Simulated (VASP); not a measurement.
Band structure of PmPr (space group P-6m2). Level of theory: PBEsol GGA, VASP's PBE PAW potentials (set 64) (plane waves; VASP 6.6.1).

The 4f electrons are frozen in the core of the lanthanide potential, so 4f levels, which can set the real gap, and their magnetism are missing.

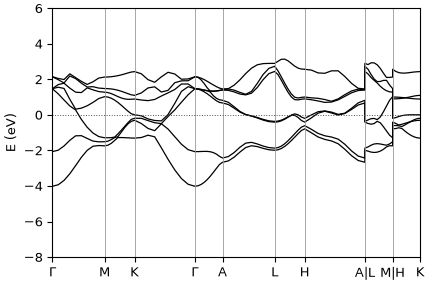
Figure: Bands along high-symmetry lines, zero at the valence-band maximum or, without a gap, the Fermi level

Task: Read the plot: is there a gap, and where are the band edges?

Result: It has no gap at this level: it comes out as a metal or semimetal. (Edges off the drawn lines would not show.)

The structure comes from a computed database's PmPr entry (P-6m2); how it stands against other phases isn't given here. It was relaxed first, which changed the volume by -7 %.
